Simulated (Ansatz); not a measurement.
**CH3BrFGe radical: from a rough start to a minimum**

The task is to find a stationary geometry of CH3BrFGe radical, then compute its harmonic vibrations to see whether it is a minimum and to get the zero-point energy and entropy, and look at its orbitals and charge.

Program: Ansatz 0.2.0, Gaussian basis. Level of theory: UKS PBE0-D4/def2-TZVP. These are calculated values, not measurements.

Levels to be run: relaxation at PBE-D4/def2-SVP; relaxation at PBE0-D4/def2-TZVP; harmonic vibrations at the same level; a single point in def2-TZVPP for the fields.

### Step 1. Starting geometry

7 atoms, charge 0, spin multiplicity 2.

Atoms are counted from 1 here; the program's logs count them from 0.

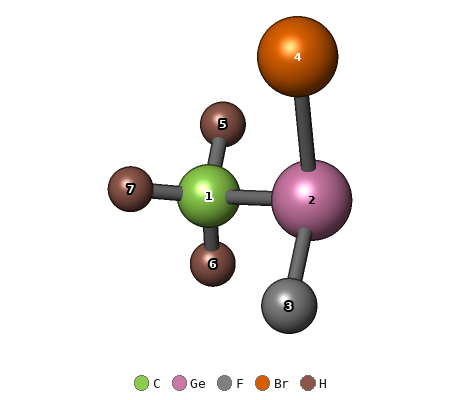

The starting geometry (carbon green, germanium pink, fluorine grey, bromine orange, hydrogen brown); atoms are numbered from 1 in the order of the file.

The start is a force-field geometry with small random shifts, so a cheaper pass at PBE-D4/def2-SVP comes first.

### Step 2. Geometry optimisation, PBE-D4/def2-SVP (cheap first pass)

Input file in.yaml:

```yaml
crystal:
  periodic: [false, false, false]
  atoms:
    - {symbol: C, position_ang: [-0.039700, 0.856300, -0.061700]}
    - {symbol: Ge, position_ang: [-0.282800, -0.930900, 0.556500]}
    - {symbol: F, position_ang: [1.183900, -1.440000, 1.306500]}
    - {symbol: Br, position_ang: [-0.673300, -2.310300, -1.251200]}
    - {symbol: H, position_ang: [-1.030500, 1.218500, -0.574600]}
    - {symbol: H, position_ang: [0.136000, 1.582700, 0.783700]}
    - {symbol: H, position_ang: [0.767500, 0.955700, -0.805000]}
basis:
  gaussian: {orbitals: def2-SVP}
magnetization: {spin_polarized: true, initial_magnetization: 1}
hamiltonian: {xc: pbe, dispersion: d4}
relax: {f_tol: 0.03, max_steps: 200}
```

Launch:

```
$ ansatz run in.yaml --threads 2 --pin off --events-out ev --progress --plain --max-ram 31744MiB --backend cpu
```

The program printed (excerpt; [...] marks lines left out):

```text
Functional definition: PBE
  name "PBE"
  cite "Perdew, Burke & Ernzerhof, Phys. Rev. Lett. 77, 3865 (1996) doi:10.1103/PhysRevLett.77.3865"
  parent pbe
[...]
1176 factors; their error is unknown
[...]
mean field -130327.00922920 eV, -4789.4292503534 hartree, gradient 5.9e-5 eV, S^2 0.751292; 0 other end points of the search recorded, 0 dependent functions left out
[...]
reference -130327.00926251 eV, -4789.4292515776 hartree; 43, 42 occupied and 64, 65 virtual orbitals, 1176 factors
relax step   1: F+E_penalty+E_count = -130327.16462825 eV  Δ(F+E_penalty+E_count) = +0.000e0 eV  max|allowed force component| = 2.370e0 eV/Å  Δτ_max = 0.0000 Å  (29 SCF iters, accepted)
[...]
relax step   5: F+E_penalty+E_count = -130327.34608074 eV  Δ(F+E_penalty+E_count) = -7.566e-4 eV  max|allowed force component| = 5.728e-2 eV/Å  Δτ_max = 0.0085 Å  (32 SCF iters, accepted)
[...]
relax step   6: F+E_penalty+E_count = -130327.34623993 eV  Δ(F+E_penalty+E_count) = -1.592e-4 eV  max|allowed force component| = 2.864e-2 eV/Å  Δτ_max = 0.0025 Å  (25 SCF iters, accepted)
1176 factors; their error is unknown
[...]
mean field -130327.19246022 eV, -4789.4359839692 hartree, gradient 2.5e-5 eV, S^2 0.751578; 1 other end points of the search recorded, 0 dependent functions left out
[...]
reference -130327.19249326 eV, -4789.4359851835 hartree; 43, 42 occupied and 64, 65 virtual orbitals, 1176 factors
Total energy: -130327.34627297 eV, -4789.4416364836 hartree
Atom 0 at    -0.080661     0.915085    -0.065942 Å, force    -0.005929     0.028640    -0.005889 eV/Å
Atom 1 at    -0.330296    -0.947513     0.588966 Å, force     0.023563    -0.010844     0.016859 eV/Å
Atom 2 at     1.244396    -1.406759     1.259368 Å, force    -0.021336     0.005797    -0.010252 eV/Å
Atom 3 at    -0.690238    -2.345563    -1.268600 Å, force    -0.001159     0.000337    -0.003403 eV/Å
Atom 4 at    -0.991695     1.236861    -0.604182 Å, force     0.006592    -0.008637     0.002965 eV/Å
Atom 5 at     0.119097     1.580920     0.794968 Å, force    -0.002666    -0.007492    -0.001087 eV/Å
Atom 6 at     0.790496     0.898969    -0.750378 Å, force     0.000935    -0.007801     0.000807 eV/Å
Dipole moment:    -0.221430     0.516086     0.023244 e Å
```

Run time: 15 s. Hardware: 2 threads of AMD EPYC 7R13, shared host.

The steps of the relaxation:

```tsv
step	energy from step 1 (eV)	largest force component (eV/Å)
1	0.0000	2.3701
2	-0.1462	1.0961
3	-0.1728	0.2973
4	-0.1807	0.1311
5	-0.1815	0.0573
6	-0.1816	0.0286
```

Distances of close pairs at the start and the end, largest changes first:

```tsv
bond	before (Å)	after (Å)	change (Å)
C1–Ge2	1.907	1.990	+0.083
C1–H5	1.173	1.106	-0.067
Ge2–F3	1.724	1.772	+0.048
Ge2–Br4	2.307	2.353	+0.045
C1–H6	1.128	1.107	-0.022
C1–H7	1.102	1.108	+0.006
```

### Step 3. Optimising with PBE0-D4/def2-TZVP

Input file in.yaml:

```yaml
crystal:
  periodic: [false, false, false]
  atoms:
    - {symbol: C, position_ang: [-0.080661, 0.915085, -0.065942]}
    - {symbol: Ge, position_ang: [-0.330296, -0.947513, 0.588966]}
    - {symbol: F, position_ang: [1.244396, -1.406759, 1.259368]}
    - {symbol: Br, position_ang: [-0.690238, -2.345563, -1.268600]}
    - {symbol: H, position_ang: [-0.991695, 1.236861, -0.604182]}
    - {symbol: H, position_ang: [0.119097, 1.580920, 0.794968]}
    - {symbol: H, position_ang: [0.790496, 0.898969, -0.750378]}
basis:
  gaussian: {orbitals: def2-TZVP}
magnetization: {spin_polarized: true, initial_magnetization: 1}
hamiltonian: {xc: pbe0, dispersion: d4}
relax: {f_tol: 0.005, max_steps: 150}
```

Launch:

```
$ ansatz run in.yaml --threads 2 --pin off --events-out ev --progress --plain --max-ram 31744MiB --backend cuda --devices 0, --max-vram 18GiB
```

The program printed (excerpt; [...] marks lines left out):

```text
Functional definition: PBE0
  name "PBE0"
  cite "Adamo & Barone, J. Chem. Phys. 110, 6158 (1999) doi:10.1063/1.478522"
  cite "Perdew, Burke & Ernzerhof, Phys. Rev. Lett. 77, 3865 (1996) doi:10.1103/PhysRevLett.77.3865"
  parent pbe
[...]
1282 factors; their error is unknown
[...]
mean field -130351.52989079 eV, -4790.3303680462 hartree, gradient 8.0e-5 eV, S^2 0.753339; 0 other end points of the search recorded, 0 dependent functions left out
[...]
reference -130351.52991623 eV, -4790.3303689811 hartree; 43, 42 occupied and 133, 134 virtual orbitals, 1282 factors
relax step   1: F+E_penalty+E_count = -130351.66076478 eV  Δ(F+E_penalty+E_count) = +0.000e0 eV  max|allowed force component| = 5.934e-1 eV/Å  Δτ_max = 0.0000 Å  (31 SCF iters, accepted)
[...]
reference -130351.56574677 eV, -4790.3316857290 hartree; 43, 42 occupied and 133, 134 virtual orbitals, 1282 factors
Total energy: -130351.69741742 eV, -4790.3365245364 hartree
Atom 0 at    -0.079591     0.910387    -0.064255 Å, force    -0.002610    -0.002927    -0.000808 eV/Å
Atom 1 at    -0.325424    -0.931599     0.568623 Å, force     0.000178     0.000275    -0.001390 eV/Å
Atom 2 at     1.220977    -1.398798     1.230271 Å, force     0.000335     0.000088     0.000146 eV/Å
Atom 3 at    -0.676718    -2.342890    -1.237154 Å, force     0.000214     0.000075     0.000556 eV/Å
Atom 4 at    -0.973559     1.234186    -0.595002 Å, force     0.000152     0.001443     0.000656 eV/Å
Atom 5 at     0.115267     1.560036     0.788297 Å, force     0.000711     0.001368     0.000301 eV/Å
Atom 6 at     0.780148     0.900678    -0.736580 Å, force     0.001020    -0.000322     0.000539 eV/Å
Dipole moment:    -0.256739     0.536292     0.028109 e Å
```

Wall time 30 s (1 × H100 (card shared with other runs) with 2 threads of AMD EPYC 7R13, shared host); peak host memory 0.93 GiB.

Along the way:

```tsv
step	energy from step 1 (eV)	largest force component (eV/Å)
1	0.0000	0.5934
2	-0.0321	0.3160
3	-0.0352	0.1513
4	-0.0365	0.0565
5	-0.0366	0.0297
6	-0.0366	0.0106
7	-0.0366	0.0029
```

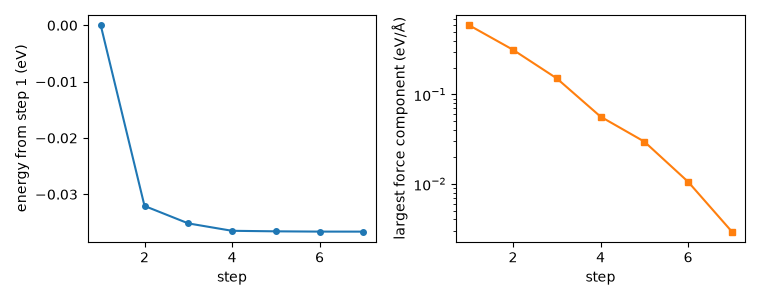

Energy and force, step by step.

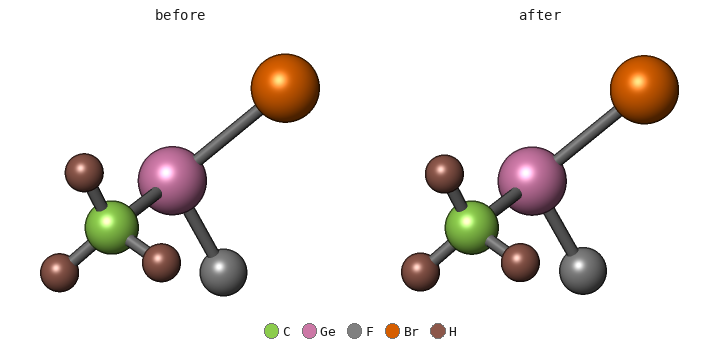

The geometry before (left) and after (right).

Close pairs (by a distance rule), those that changed most:

```tsv
bond	before (Å)	after (Å)	change (Å)
Ge2–Br4	2.353	2.319	-0.034
C1–Ge2	1.990	1.963	-0.027
Ge2–F3	1.772	1.746	-0.026
C1–H6	1.107	1.089	-0.017
C1–H5	1.106	1.089	-0.017
C1–H7	1.108	1.091	-0.017
```

Mulliken charges of the relaxed molecule (report file):

```tsv
atom	value (e)
C1	-0.47
Ge2	0.65
F3	-0.37
Br4	-0.30
H5	0.16
H6	0.16
H7	0.17
```

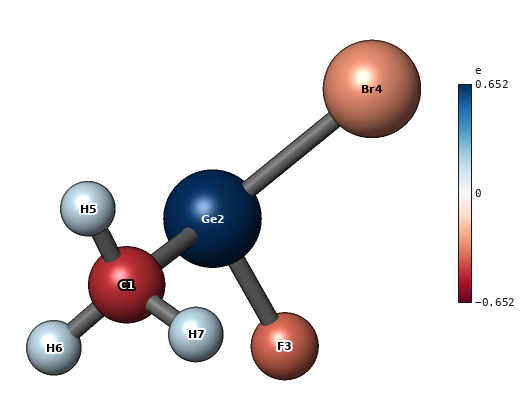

Mulliken charges of the relaxed molecule (report file), as colours on the atoms.

### Step 4. Harmonic vibrations

Input file in.yaml:

```yaml
crystal:
  periodic: [false, false, false]
  atoms:
    - {symbol: C, position_ang: [-0.079591, 0.910387, -0.064255]}
    - {symbol: Ge, position_ang: [-0.325424, -0.931599, 0.568623]}
    - {symbol: F, position_ang: [1.220977, -1.398798, 1.230271]}
    - {symbol: Br, position_ang: [-0.676718, -2.342890, -1.237154]}
    - {symbol: H, position_ang: [-0.973559, 1.234186, -0.595002]}
    - {symbol: H, position_ang: [0.115267, 1.560036, 0.788297]}
    - {symbol: H, position_ang: [0.780148, 0.900678, -0.736580]}
basis:
  gaussian: {orbitals: def2-TZVP}
magnetization: {spin_polarized: true, initial_magnetization: 1}
hamiltonian: {xc: pbe0, dispersion: d4}
phonons: {temperatures: {t_min: 298.15, t_max: 900, t_step: 200}}
```

Same command.

The program printed (excerpt; [...] marks lines left out):

```text
Functional definition: PBE0
  name "PBE0"
  cite "Adamo & Barone, J. Chem. Phys. 110, 6158 (1999) doi:10.1063/1.478522"
  cite "Perdew, Burke & Ernzerhof, Phys. Rev. Lett. 77, 3865 (1996) doi:10.1103/PhysRevLett.77.3865"
  parent pbe
[...]
1282 factors; their error is unknown
[...]
mean field -130351.56572181 eV, -4790.3316848118 hartree, gradient 6.9e-5 eV, S^2 0.752953; 0 other end points of the search recorded, 0 dependent functions left out
[...]
reference -130351.56574719 eV, -4790.3316857444 hartree; 43, 42 occupied and 133, 134 virtual orbitals, 1282 factors
[...]
1282 factors; their error is unknown
mean field -130351.56555489 eV, -4790.3316786778 hartree, gradient 2.5e-6 eV, S^2 0.752957; 0 other end points of the search recorded, 0 dependent functions left out
[...]
Total energy: -130351.69741785 eV, -4790.3365245522 hartree
Atom 0 at    -0.079591     0.910387    -0.064255 Å, force    -0.002628    -0.002937    -0.000808 eV/Å
Atom 1 at    -0.325424    -0.931599     0.568623 Å, force     0.000133     0.000303    -0.001431 eV/Å
Atom 2 at     1.220977    -1.398798     1.230271 Å, force     0.000388     0.000055     0.000173 eV/Å
Atom 3 at    -0.676718    -2.342890    -1.237154 Å, force     0.000216     0.000069     0.000565 eV/Å
Atom 4 at    -0.973559     1.234186    -0.595002 Å, force     0.000152     0.001450     0.000667 eV/Å
Atom 5 at     0.115267     1.560036     0.788297 Å, force     0.000704     0.001384     0.000304 eV/Å
Atom 6 at     0.780148     0.900678    -0.736580 Å, force     0.001035    -0.000325     0.000531 eV/Å
Dipole moment:    -0.256738     0.536293     0.028111 e Å
Vibrations: 103.55 132.85 165.96 195.51 297.23 566.00 680.51 767.87 792.20 1216.68 1429.26 1439.20 3065.61 3170.61 3185.37 cm⁻¹, zero-point energy 1.066785 eV
```

Wall time 78 s (1 × H100 (card shared with other runs) with 2 threads of AMD EPYC 7R13, shared host); peak host memory 0.93 GiB.

Motions are named by where the mode's potential energy lies. The modes, unscaled (a negative number is an imaginary wavenumber):

```tsv
mode	cm⁻¹	motion
1	104	torsion
2	133	bend
3	166	bend with torsion
4	196	bend
5	297	Ge–Br stretch
6	566	Ge–C stretch
7	681	Ge–F stretch
8	768	bend
9	792	bend
10	1217	bend
11	1429	bend
12	1439	bend
13	3066	C–H stretch
14	3171	C–H stretch
15	3185	C–H stretch
```

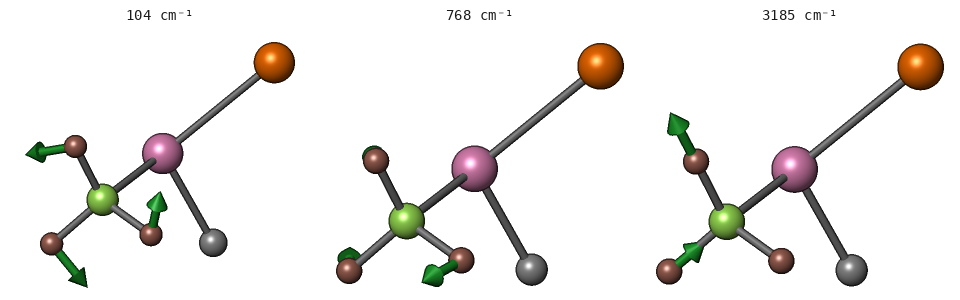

Displacements of 3 modes, as arrows.

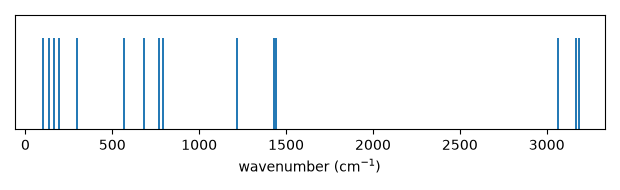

The harmonic wavenumbers as sticks (no intensities were computed).

Ideal gas, rigid rotor and harmonic oscillator at 298.15 K and 1 bar, with symmetry number 1:

```tsv
term	value
zero-point energy	102.9 kJ/mol
H(298) − E	122.1 kJ/mol
entropy, electronic degeneracy	5.8 J/(mol K)
entropy, translation	174.1 J/(mol K)
entropy, rotation	116.2 J/(mol K)
entropy, vibration	57.5 J/(mol K)
entropy, total	353.5 J/(mol K)
```

### Step 5. A single point for the fields

Edit in.yaml of step 4 so:

```diff
@@ -11,5 +11,5 @@
 basis:
-  gaussian: {orbitals: def2-TZVP}
+  gaussian: {orbitals: def2-TZVPP}
 magnetization: {spin_polarized: true, initial_magnetization: 1}
 hamiltonian: {xc: pbe0, dispersion: d4}
-phonons: {temperatures: {t_min: 298.15, t_max: 900, t_step: 200}}
+output: {orbitals: {seedname: orbitals}}
```

Launch:

```
$ ansatz run in.yaml --threads 2 --pin off --events-out ev --progress --plain --max-ram 31744MiB --backend cpu
```

The program printed:

```text
Functional definition: PBE0
  name "PBE0"
  cite "Adamo & Barone, J. Chem. Phys. 110, 6158 (1999) doi:10.1063/1.478522"
  cite "Perdew, Burke & Ernzerhof, Phys. Rev. Lett. 77, 3865 (1996) doi:10.1103/PhysRevLett.77.3865"
  parent pbe
  parameter a = 0.25
  parameter kappa = 0.804
  parameter beta = 0.06672455060314922
  exchange = (1 - a)*pbe_x(kappa = kappa, mu = beta*pi^2/3) + a*exact_x
  correlation = pbe_c(beta = beta)
1327 factors; their error is unknown
mean field evaluation 1: about -130343.6337 eV, gradient 4.3e1 eV
mean field evaluation 2: about -130335.2427 eV, gradient 6.3e1 eV
mean field evaluation 4: about -130350.8178 eV, gradient 4.1e0 eV
mean field evaluation 8: about -130351.5955 eV, gradient 3.3e-1 eV
mean field evaluation 16: about -130351.5957 eV, gradient 9.0e-5 eV
mean field -130351.59569790 eV, -4790.3327864129 hartree, gradient 4.1e-5 eV, S^2 0.752956; 0 other end points of the search recorded, 0 dependent functions left out
reference -130351.59572356 eV, -4790.3327873560 hartree; 43, 42 occupied and 157, 158 virtual orbitals, 1327 factors
Total energy: -130351.72739423 eV, -4790.3376261637 hartree
```

Wall time 6.5 s (2 threads of AMD EPYC 7R13, shared host); peak memory 0.85 GiB.

The fields below are evaluated on a grid from the run's orbitals.

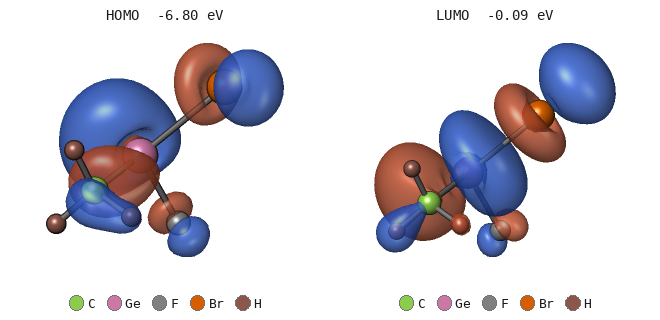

PBE0-D4/def2-TZVPP orbitals (alpha spin) near the gap, drawn at the value that encloses 70 % of each; the two colours are the two signs.

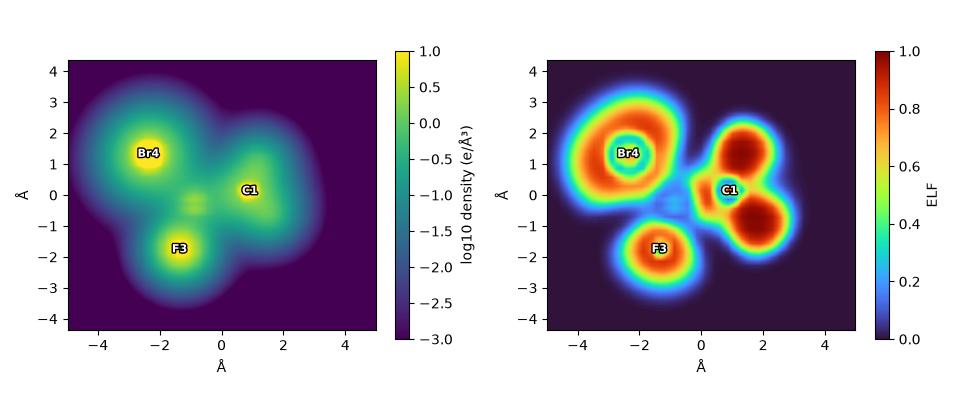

Density (left) and ELF (right) in a plane through or near 3 of the atoms.

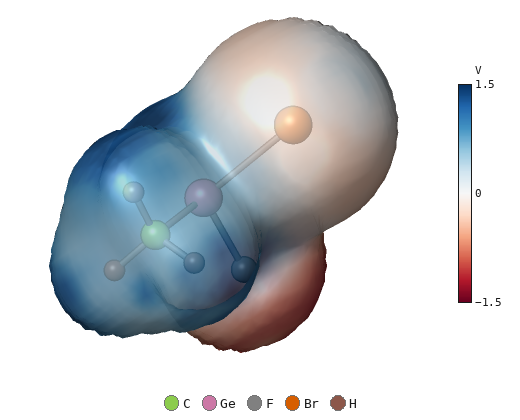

The potential that a unit positive charge feels on the 0.002 e/bohr³ surface, from -1.17 V near F3 to 1.50 V near Ge2.

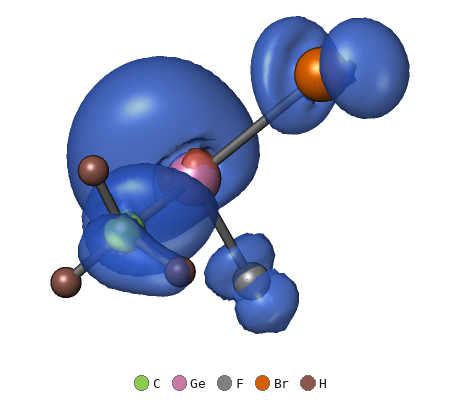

Spin density at ±0.02 e/Å³ (alpha excess blue, beta excess red).

### Step 6. Results

| quantity | value |
| --- | --- |
| point group | C1 |
| steps | 6 + 7 |
| shift from the start (rms) | 0.065 Å |
| total energy | -130351.6974 eV |
| dispersion term | -132 meV |
| dipole moment | 2.86 D |
| lowest, highest wavenumber | 104, 3185 cm⁻¹ |
| zero-point energy | 102.9 kJ/mol |
| entropy at 298.15 K | 353.5 J/(mol K) |
| HOMO, LUMO (alpha spin) | -6.80, -0.09 eV |

In words: The atoms moved 0.06 Å (rms) from the start; the bond that changed most is C1–H5, from 1.173 to 1.089 Å. No mode is imaginary: a true minimum at this level. The stiffest mode, 3185 cm⁻¹, is a C–H stretch, and 4 modes under 200 cm⁻¹ make the vibrational entropy uncertain. Harmonic hybrid wavenumbers usually lie a few per cent above measured fundamentals. The largest Mulliken charge, +0.65 e, sits on Ge2. The alpha HOMO lies mostly on Ge2 53 %; Br4 21 % and the LUMO on Ge2 47 %; Br4 33 %. The unpaired spin sits mainly on Ge2 61 %; Br4 14 %.
